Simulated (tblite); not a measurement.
**C6H5F2S: geometry relaxation**

C6H5F2S, multiplicity 2, computed with GFN2-xTB geometry optimisation, gas phase (tblite 0.8.0).

It belongs to a series of runs on one base structure; here: X = H replaced by CHF2.

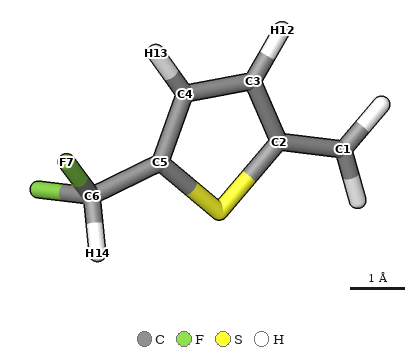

Figure 1. The starting structure (stick view, seen at a tilt; atoms are numbered from 1 in the order of the input). Bond lengths as drawn: C–C 1.36 to 1.49 Å, C–F 1.35 to 1.36 Å, C–H 1.09 to 1.10 Å and C–S 1.71 Å.

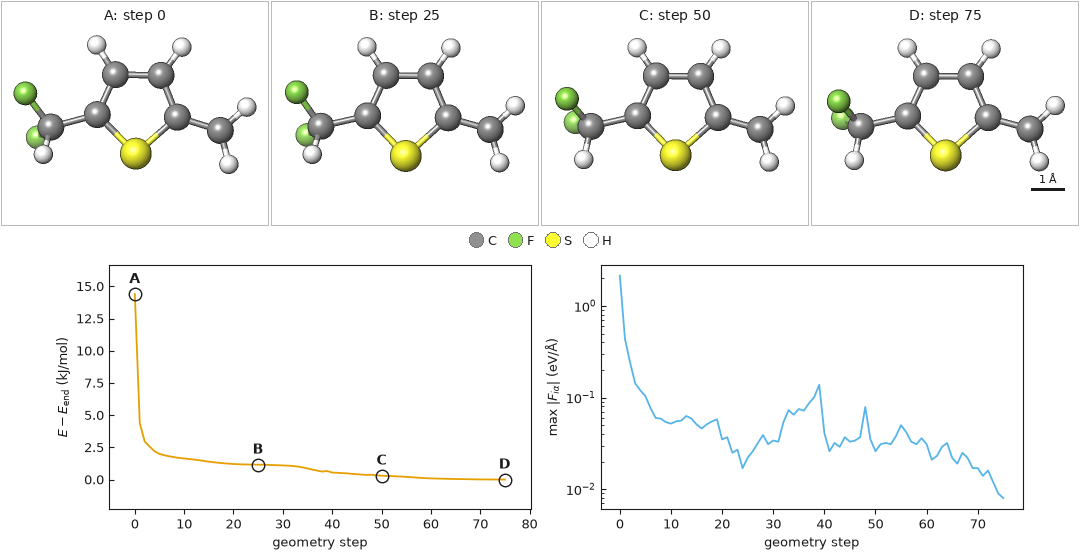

Figure 2. Frames of the relaxation (ball-and-stick view, seen on its broad side) above the curves, on which the letters mark them (steps are counted from 0).

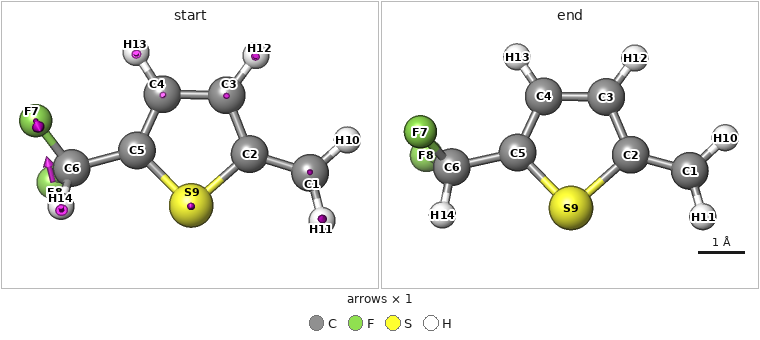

Figure 3. Before (left) and after (right) the relaxation, at one scale (ball-and-stick view, seen on its broad side). The pink arrows give the displacements, at true length. The atom that moves furthest after the best rigid fit is F8 (0.61 Å). By element the largest moves are F 0.61 Å, H 0.45 Å, S 0.16 Å, C 0.13 Å. Distances before and after: C2–S9 1.715 → 1.771 Å, C1–C2 1.398 → 1.355 Å, C3–C4 1.415 → 1.379 Å, C1–H10 1.096 → 1.075 Å. Among the angles that change: C4–C5–C6 129.1° → 126.8°. The energy falls by 14.4 kJ/mol in 75 geometry steps. The largest force component goes from 2.1 to 0.008 eV/Å. (Atoms are counted from 1 in the order of the input.)

The input that produced these results follows, with the program's output.

Input file:
```
{"job": {"kind": "relax", "xc": "GFN2-xTB", "basis": "xTB"}, "charge": 0, "multiplicity": 2}
C     -2.757800     0.810200    -0.167800
C     -1.451200     0.337200    -0.017600
C     -0.990500    -0.736600     0.751700
C      0.409800    -0.910100     0.652200
C      1.008900     0.014700    -0.152100
C      2.447700     0.156400    -0.510500
F      3.244600    -0.380500     0.457100
F      2.751300    -0.516500    -1.646400
S     -0.136300     1.094400    -0.816500
H     -3.595300     0.326300     0.346800
H     -2.986100     1.663600    -0.803600
H     -1.659900    -1.362700     1.342400
H      0.956300    -1.696400     1.184300
H      2.757900     1.199700    -0.642100
```

The first line tells a small driver script what to run in tblite; the rest is the geometry in Å.

Run as:
```bash
OMP_NUM_THREADS=1 python <driver script> task.json out
```

Log:
```
step      E/eV     max force
  0    -762.89254    2.170
  1    -762.99625    0.576
  2    -763.01106    0.278
  3    -763.01513    0.182
  4    -763.01895    0.190
  5    -763.02105    0.115
  6    -763.02215    0.097
  7    -763.02294    0.080
  8    -763.02368    0.064
  9    -763.02427    0.059
 10    -763.02473    0.060
 11    -763.02514    0.067
 12    -763.02559    0.069
 13    -763.02611    0.069
 14    -763.02669    0.061
 15    -763.02727    0.062
 16    -763.02776    0.062
 17    -763.02818    0.058
 18    -763.02856    0.057
 19    -763.02890    0.061
 20    -763.02917    0.043
 21    -763.02936    0.044
 22    -763.02949    0.033
 23    -763.02958    0.028
 24    -763.02964    0.022
 25    -763.02969    0.026
 26    -763.02975    0.029
 27    -763.02986    0.039
 28    -763.03001    0.047
 29    -763.03017    0.035
 30    -763.03031    0.037
 31    -763.03047    0.036
 32    -763.03073    0.062
 33    -763.03119    0.089
 34    -763.03189    0.087
 35    -763.03274    0.076
 36    -763.03363    0.075
 37    -763.03449    0.098
 38    -763.03527    0.122
 39    -763.03479    0.173
 40    -763.03603    0.058
 41    -763.03621    0.031
 42    -763.03651    0.039
 43    -763.03665    0.041
 44    -763.03709    0.049
 45    -763.03737    0.040
 46    -763.03766    0.040
 47    -763.03795    0.048
 48    -763.03780    0.100
 49    -763.03836    0.038
 50    -763.03853    0.035
 51    -763.03881    0.039
 52    -763.03889    0.037
 53    -763.03907    0.037
 54    -763.03924    0.042
 55    -763.03949    0.052
 56    -763.03975    0.044
 57    -763.04005    0.038
 58    -763.04034    0.037
 59    -763.04057    0.046
 60    -763.04073    0.033
 61    -763.04084    0.024
 62    -763.04093    0.026
 63    -763.04103    0.042
 64    -763.04114    0.042
 65    -763.04123    0.025
 66    -763.04129    0.025
 67    -763.04136    0.027
 68    -763.04143    0.029
 69    -763.04150    0.022
 70    -763.04154    0.021
 71    -763.04157    0.018
 72    -763.04160    0.018
 73    -763.04163    0.018
 74    -763.04166    0.011
 75    -763.04167    0.009
```

Trajectory as extended XYZ (Å, eV, eV/Å), 16 of the 76 frames kept, from step=0 to step=75:
```
14
Properties=species:S:1:pos:R:3:forces:R:3 step=0 energy=-762.89254
C    -2.7578    0.8102   -0.1678    0.5950  -0.4410   0.2100
C    -1.4512    0.3372   -0.0176   -2.1450   0.2600   0.1970
C    -0.9905   -0.7366    0.7517    0.7570  -0.6670   0.3320
C     0.4098   -0.9101    0.6522   -0.9520  -0.8480   0.8470
C     1.0089    0.0147   -0.1521    0.3710   0.0200  -0.0730
C     2.4477    0.1564   -0.5105    0.0500  -0.2080   0.4470
F     3.2446   -0.3805    0.4571   -0.1150   0.0390  -0.1020
F     2.7513   -0.5165   -1.6464    0.0550  -0.0840  -0.1820
S    -0.1363    1.0944   -0.8165    0.4740   1.1730  -0.9640
H    -3.5953    0.3263    0.3468    0.6010   0.2630  -0.3030
H    -2.9861    1.6636   -0.8036    0.1890  -0.4080   0.2970
H    -1.6599   -1.3627    1.3424    0.4070   0.2890  -0.2780
H     0.9563   -1.6964    1.1843   -0.2810   0.4670  -0.3290
H     2.7579    1.1997   -0.6421   -0.0060   0.1460  -0.0990
14
Properties=species:S:1:pos:R:3:forces:R:3 step=5 energy=-763.02105
C    -2.7460    0.7951   -0.1610   -0.0140   0.0000   0.0020
C    -1.4771    0.3422   -0.0133    0.0300   0.0360  -0.0370
C    -0.9871   -0.7425    0.7509    0.1040  -0.0170   0.0040
C     0.3828   -0.9145    0.6621    0.0060   0.0460  -0.0440
C     1.0004    0.0182   -0.1513    0.0580   0.0350  -0.0260
C     2.4440    0.1486   -0.4951    0.0090   0.0030  -0.0110
F     3.2431   -0.3856    0.4599   -0.0830  -0.0080   0.0050
F     2.7537   -0.5192   -1.6474   -0.0280  -0.0310   0.0500
S    -0.1251    1.1323   -0.8444   -0.0120   0.0060   0.0240
H    -3.5730    0.3296    0.3401    0.0110  -0.0950   0.0630
H    -2.9688    1.6383   -0.7856    0.0240   0.0490  -0.0380
H    -1.6404   -1.3596    1.3376   -0.0200  -0.0200   0.0150
H     0.9414   -1.6808    1.1736   -0.0510   0.0340  -0.0230
H     2.7516    1.1976   -0.6482   -0.0350  -0.0390   0.0160
14
Properties=species:S:1:pos:R:3:forces:R:3 step=10 energy=-763.02473
C    -2.7458    0.7929   -0.1598    0.0120  -0.0040   0.0030
C    -1.4747    0.3455   -0.0156    0.0230   0.0310  -0.0140
C    -0.9827   -0.7393    0.7480   -0.0200   0.0200  -0.0160
C     0.3848   -0.9062    0.6543   -0.0140  -0.0180   0.0180
C     1.0007    0.0279   -0.1563   -0.0260   0.0000  -0.0040
C     2.4421    0.1469   -0.4953   -0.0120   0.0000  -0.0020
F     3.2273   -0.3908    0.4677   -0.0130   0.0010   0.0200
F     2.7499   -0.5307   -1.6408    0.0090  -0.0180   0.0110
S    -0.1255    1.1424   -0.8442   -0.0280   0.0120   0.0110
H    -3.5608    0.3112    0.3495    0.0110   0.0040  -0.0170
H    -2.9628    1.6390   -0.7857   -0.0500  -0.0200   0.0270
H    -1.6347   -1.3592    1.3354    0.0060   0.0060  -0.0110
H     0.9337   -1.6744    1.1682    0.0500  -0.0110  -0.0080
H     2.7477    1.1944   -0.6476    0.0520  -0.0050  -0.0170
14
Properties=species:S:1:pos:R:3:forces:R:3 step=15 energy=-763.02727
C    -2.7453    0.7914   -0.1579   -0.0290  -0.0030   0.0100
C    -1.4703    0.3561   -0.0183   -0.0410  -0.0310   0.0340
C    -0.9807   -0.7328    0.7425    0.0040  -0.0120   0.0110
C     0.3859   -0.9024    0.6496    0.0170   0.0320  -0.0370
C     0.9956    0.0365   -0.1621    0.0320   0.0220   0.0010
C     2.4383    0.1456   -0.4950    0.0370  -0.0160   0.0140
F     3.2052   -0.3933    0.4829    0.0320  -0.0010   0.0210
F     2.7498   -0.5496   -1.6288    0.0080  -0.0140  -0.0020
S    -0.1282    1.1580   -0.8416    0.0510   0.0070  -0.0130
H    -3.5481    0.2932    0.3528   -0.0370  -0.0060   0.0030
H    -2.9834    1.6359   -0.7766   -0.0200   0.0010   0.0080
H    -1.6317   -1.3548    1.3277   -0.0230   0.0060  -0.0060
H     0.9457   -1.6700    1.1569   -0.0250   0.0310  -0.0320
H     2.7665    1.1857   -0.6546   -0.0070  -0.0170  -0.0140
14
Properties=species:S:1:pos:R:3:forces:R:3 step=20 energy=-763.02917
C    -2.7522    0.7881   -0.1526   -0.0070  -0.0020   0.0030
C    -1.4731    0.3623   -0.0169    0.0100   0.0240  -0.0240
C    -0.9794   -0.7280    0.7383    0.0060   0.0080  -0.0140
C     0.3873   -0.8933    0.6394   -0.0080  -0.0080   0.0150
C     0.9995    0.0485   -0.1656   -0.0070  -0.0030   0.0030
C     2.4456    0.1404   -0.4920   -0.0140   0.0100  -0.0050
F     3.2001   -0.3944    0.4990    0.0170   0.0180  -0.0350
F     2.7545   -0.5699   -1.6178    0.0180  -0.0180   0.0350
S    -0.1265    1.1707   -0.8399   -0.0350   0.0040   0.0120
H    -3.5504    0.2787    0.3555   -0.0120  -0.0060   0.0060
H    -3.0052    1.6325   -0.7655    0.0090   0.0060   0.0010
H    -1.6337   -1.3505    1.3199    0.0180  -0.0050  -0.0040
H     0.9504   -1.6608    1.1401   -0.0090  -0.0210   0.0060
H     2.7824    1.1752   -0.6643    0.0140  -0.0060   0.0020
14
Properties=species:S:1:pos:R:3:forces:R:3 step=25 energy=-763.02969
C    -2.7558    0.7872   -0.1507    0.0070   0.0020  -0.0020
C    -1.4747    0.3653   -0.0180    0.0020  -0.0020   0.0030
C    -0.9791   -0.7257    0.7352   -0.0060  -0.0030   0.0000
C     0.3873   -0.8912    0.6376   -0.0030  -0.0040  -0.0040
C     0.9995    0.0520   -0.1662    0.0040  -0.0020   0.0030
C     2.4464    0.1403   -0.4919    0.0100  -0.0010  -0.0020
F     3.2026   -0.3906    0.4996    0.0000   0.0140   0.0220
F     2.7585   -0.5803   -1.6097   -0.0090  -0.0080  -0.0090
S    -0.1287    1.1757   -0.8379    0.0020  -0.0010   0.0070
H    -3.5525    0.2738    0.3569    0.0080   0.0060  -0.0060
H    -3.0101    1.6329   -0.7616   -0.0010   0.0010   0.0060
H    -1.6312   -1.3503    1.3165    0.0000  -0.0090   0.0000
H     0.9483   -1.6619    1.1361   -0.0080  -0.0060   0.0010
H     2.7887    1.1722   -0.6681   -0.0060   0.0100  -0.0180
14
Properties=species:S:1:pos:R:3:forces:R:3 step=30 energy=-763.03031
C    -2.7558    0.7886   -0.1501   -0.0030   0.0050   0.0090
C    -1.4747    0.3674   -0.0174    0.0010   0.0050   0.0010
C    -0.9801   -0.7274    0.7309    0.0060   0.0000  -0.0040
C     0.3863   -0.8923    0.6335    0.0000  -0.0110   0.0010
C     1.0018    0.0543   -0.1647   -0.0040   0.0000   0.0160
C     2.4492    0.1418   -0.4929   -0.0160  -0.0030   0.0090
F     3.2060   -0.3688    0.5095    0.0000   0.0080  -0.0080
F     2.7585   -0.5992   -1.5986    0.0090   0.0010   0.0210
S    -0.1264    1.1825   -0.8298   -0.0010  -0.0060   0.0040
H    -3.5511    0.2717    0.3554   -0.0040  -0.0070   0.0020
H    -3.0156    1.6378   -0.7536    0.0210   0.0050  -0.0050
H    -1.6277   -1.3582    1.3112   -0.0140   0.0130  -0.0180
H     0.9374   -1.6697    1.1322    0.0340   0.0060  -0.0130
H     2.7916    1.1711   -0.6880   -0.0300  -0.0150  -0.0150
14
Properties=species:S:1:pos:R:3:forces:R:3 step=35 energy=-763.03274
C    -2.7544    0.7989   -0.1390    0.0180  -0.0120  -0.0050
C    -1.4723    0.3775   -0.0120   -0.0010  -0.0450   0.0290
C    -0.9823   -0.7355    0.7129   -0.0090  -0.0310   0.0250
C     0.3829   -0.9066    0.6204    0.0230   0.0430   0.0140
C     1.0049    0.0609   -0.1468   -0.0090  -0.0080  -0.0750
C     2.4474    0.1441   -0.4898    0.0280   0.0030  -0.0290
F     3.2201   -0.2783    0.5429   -0.0080   0.0330  -0.0460
F     2.7640   -0.6719   -1.5406   -0.0130  -0.0390   0.0480
S    -0.1182    1.2033   -0.7968    0.0210   0.0400  -0.0150
H    -3.5478    0.2613    0.3494    0.0040   0.0310  -0.0130
H    -3.0131    1.6598   -0.7271    0.0090  -0.0110   0.0180
H    -1.6325   -1.3774    1.2754   -0.0590  -0.0140   0.0060
H     0.9319   -1.6948    1.1052    0.0100   0.0050  -0.0200
H     2.7685    1.1583   -0.7761   -0.0130   0.0040   0.0640
14
Properties=species:S:1:pos:R:3:forces:R:3 step=40 energy=-763.03603
C    -2.7490    0.8060   -0.1277    0.0000  -0.0060  -0.0060
C    -1.4681    0.3818   -0.0024    0.0020   0.0060  -0.0050
C    -0.9847   -0.7492    0.6991    0.0080   0.0160   0.0100
C     0.3824   -0.9142    0.6096   -0.0180  -0.0150  -0.0270
C     1.0056    0.0653   -0.1427   -0.0060  -0.0140   0.0010
C     2.4466    0.1459   -0.4919   -0.0130  -0.0060  -0.0030
F     3.2356   -0.1745    0.5645   -0.0100   0.0200   0.0210
F     2.7706   -0.7553   -1.4661    0.0140   0.0070  -0.0070
S    -0.1102    1.2300   -0.7633   -0.0410  -0.0340   0.0230
H    -3.5467    0.2578    0.3405   -0.0010   0.0140   0.0030
H    -3.0064    1.6805   -0.6952    0.0190   0.0050   0.0050
H    -1.6492   -1.3995    1.2376    0.0260  -0.0010  -0.0040
H     0.9306   -1.7178    1.0704    0.0050   0.0240  -0.0120
H     2.7423    1.1426   -0.8546    0.0160  -0.0170   0.0010
14
Properties=species:S:1:pos:R:3:forces:R:3 step=45 energy=-763.03737
C    -2.7483    0.8116   -0.1197   -0.0030   0.0150   0.0190
C    -1.4684    0.3858    0.0066    0.0010   0.0070  -0.0040
C    -0.9860   -0.7562    0.6894   -0.0030  -0.0220  -0.0250
C     0.3791   -0.9244    0.5909    0.0110   0.0100   0.0180
C     1.0040    0.0676   -0.1425    0.0080   0.0040  -0.0180
C     2.4444    0.1455   -0.4924    0.0240   0.0070  -0.0070
F     3.2376   -0.0863    0.5862   -0.0280  -0.0190  -0.0010
F     2.7829   -0.8152   -1.4029    0.0170   0.0150   0.0330
S    -0.1106    1.2467   -0.7350   -0.0070   0.0060  -0.0220
H    -3.5482    0.2572    0.3364   -0.0150   0.0130   0.0000
H    -2.9979    1.7000   -0.6684    0.0000  -0.0020  -0.0040
H    -1.6510   -1.4196    1.2092    0.0020  -0.0150   0.0270
H     0.9305   -1.7314    1.0393    0.0030  -0.0250  -0.0040
H     2.7311    1.1183   -0.9192   -0.0100   0.0060  -0.0140
14
Properties=species:S:1:pos:R:3:forces:R:3 step=50 energy=-763.03853
C    -2.7488    0.8204   -0.1074    0.0130   0.0070   0.0160
C    -1.4706    0.3876    0.0156    0.0040  -0.0200  -0.0130
C    -0.9876   -0.7683    0.6761    0.0090   0.0010   0.0000
C     0.3785   -0.9324    0.5747    0.0000  -0.0010  -0.0070
C     1.0021    0.0689   -0.1486   -0.0040  -0.0020   0.0060
C     2.4443    0.1472   -0.4935   -0.0210   0.0050   0.0040
F     3.2309   -0.0055    0.6042    0.0000   0.0010   0.0250
F     2.8035   -0.8648   -1.3341    0.0210  -0.0250  -0.0120
S    -0.1129    1.2606   -0.7154   -0.0030  -0.0260  -0.0100
H    -3.5562    0.2638    0.3334    0.0050   0.0160   0.0020
H    -2.9875    1.7191   -0.6445   -0.0130  -0.0050   0.0050
H    -1.6482   -1.4420    1.1904    0.0100   0.0200  -0.0030
H     0.9307   -1.7484    1.0078   -0.0120   0.0020  -0.0170
H     2.7211    1.0934   -0.9810   -0.0090   0.0260   0.0030
14
Properties=species:S:1:pos:R:3:forces:R:3 step=55 energy=-763.03949
C    -2.7466    0.8288   -0.0960   -0.0070  -0.0130  -0.0160
C    -1.4725    0.3806    0.0149    0.0150   0.0500  -0.0050
C    -0.9863   -0.7758    0.6706   -0.0140  -0.0020  -0.0240
C     0.3786   -0.9410    0.5607   -0.0180  -0.0050   0.0140
C     0.9996    0.0643   -0.1577    0.0040  -0.0290  -0.0230
C     2.4425    0.1482   -0.4932    0.0130   0.0110   0.0040
F     3.2181    0.0420    0.6184    0.0200  -0.0010   0.0280
F     2.8265   -0.8854   -1.2958    0.0000  -0.0010  -0.0010
S    -0.1160    1.2555   -0.7194   -0.0240  -0.0110  -0.0100
H    -3.5621    0.2801    0.3383    0.0100  -0.0130   0.0330
H    -2.9806    1.7301   -0.6309    0.0080   0.0060   0.0030
H    -1.6424   -1.4503    1.1877   -0.0200  -0.0010   0.0080
H     0.9296   -1.7613    0.9853    0.0100  -0.0090   0.0010
H     2.7109    1.0837   -1.0051    0.0020   0.0190  -0.0120
14
Properties=species:S:1:pos:R:3:forces:R:3 step=60 energy=-763.04073
C    -2.7472    0.8309   -0.0913    0.0050   0.0090   0.0100
C    -1.4725    0.3814    0.0076   -0.0110  -0.0310   0.0050
C    -0.9880   -0.7769    0.6630   -0.0030  -0.0060   0.0070
C     0.3759   -0.9477    0.5487    0.0020  -0.0020  -0.0150
C     0.9966    0.0524   -0.1775   -0.0040   0.0090   0.0020
C     2.4442    0.1496   -0.4893   -0.0030  -0.0040  -0.0040
F     3.2018    0.0578    0.6376   -0.0050   0.0020  -0.0180
F     2.8496   -0.8859   -1.2787    0.0220   0.0150   0.0060
S    -0.1199    1.2412   -0.7459    0.0150   0.0050   0.0040
H    -3.5563    0.2884    0.3635    0.0170   0.0000   0.0070
H    -2.9835    1.7343   -0.6218   -0.0060  -0.0060  -0.0030
H    -1.6416   -1.4428    1.1951   -0.0200   0.0070  -0.0160
H     0.9299   -1.7691    0.9687   -0.0180   0.0100   0.0160
H     2.7105    1.0861   -1.0018    0.0090  -0.0090  -0.0030
14
Properties=species:S:1:pos:R:3:forces:R:3 step=65 energy=-763.04123
C    -2.7455    0.8351   -0.0846   -0.0030  -0.0060   0.0020
C    -1.4731    0.3781    0.0052    0.0100   0.0220  -0.0080
C    -0.9903   -0.7817    0.6583    0.0020   0.0080  -0.0160
C     0.3732   -0.9540    0.5396   -0.0010   0.0070   0.0180
C     0.9953    0.0473   -0.1849    0.0090  -0.0150   0.0030
C     2.4449    0.1506   -0.4897    0.0080  -0.0010  -0.0020
F     3.1961    0.0822    0.6434   -0.0100   0.0070  -0.0040
F     2.8685   -0.8915   -1.2598   -0.0060   0.0020   0.0000
S    -0.1203    1.2385   -0.7495    0.0030  -0.0110   0.0050
H    -3.5515    0.2938    0.3761   -0.0070   0.0020   0.0070
H    -2.9826    1.7381   -0.6153   -0.0050  -0.0050   0.0040
H    -1.6490   -1.4441    1.1890    0.0110  -0.0010  -0.0160
H     0.9245   -1.7744    0.9643    0.0010   0.0000   0.0010
H     2.7090    1.0815   -1.0144   -0.0110  -0.0100   0.0070
14
Properties=species:S:1:pos:R:3:forces:R:3 step=70 energy=-763.04154
C    -2.7446    0.8384   -0.0781    0.0030   0.0030  -0.0060
C    -1.4719    0.3806    0.0046   -0.0020  -0.0050   0.0010
C    -0.9917   -0.7846    0.6497    0.0030   0.0020   0.0090
C     0.3719   -0.9584    0.5355    0.0020  -0.0030  -0.0080
C     0.9961    0.0425   -0.1872   -0.0010   0.0070   0.0010
C     2.4454    0.1500   -0.4903    0.0040  -0.0020   0.0050
F     3.1922    0.1179    0.6478    0.0040  -0.0050  -0.0120
F     2.8808   -0.9063   -1.2338   -0.0070   0.0110   0.0170
S    -0.1166    1.2400   -0.7451   -0.0060  -0.0010  -0.0080
H    -3.5505    0.2974    0.3841    0.0100   0.0020   0.0000
H    -2.9824    1.7434   -0.6047   -0.0080   0.0050   0.0030
H    -1.6522   -1.4503    1.1734    0.0010  -0.0050  -0.0030
H     0.9207   -1.7819    0.9575    0.0000  -0.0010   0.0000
H     2.7020    1.0708   -1.0357   -0.0030  -0.0070   0.0010
14
Properties=species:S:1:pos:R:3:forces:R:3 step=75 energy=-763.04167
C    -2.7439    0.8413   -0.0747    0.0000   0.0020   0.0050
C    -1.4716    0.3817    0.0053   -0.0030  -0.0050  -0.0030
C    -0.9920   -0.7867    0.6454   -0.0040  -0.0040  -0.0070
C     0.3714   -0.9613    0.5295   -0.0020   0.0020   0.0020
C     0.9958    0.0425   -0.1890    0.0010   0.0020   0.0080
C     2.4456    0.1500   -0.4893   -0.0020   0.0020  -0.0010
F     3.1907    0.1443    0.6505    0.0000   0.0060  -0.0020
F     2.8876   -0.9196   -1.2079   -0.0050  -0.0030  -0.0020
S    -0.1165    1.2427   -0.7425    0.0060  -0.0050  -0.0020
H    -3.5486    0.2993    0.3881    0.0010  -0.0030   0.0010
H    -2.9839    1.7495   -0.5950    0.0040   0.0000   0.0000
H    -1.6528   -1.4575    1.1621   -0.0010   0.0030   0.0040
H     0.9193   -1.7868    0.9488   -0.0010   0.0030  -0.0060
H     2.6982    1.0603   -1.0535    0.0080  -0.0010   0.0030
```

Results in brief:

- outcome: converged
- total energy: −763.0417 eV
- hardware: 1 CPU thread, shared host
- wall time: 0.73 s
- peak memory: 0.18 GiB
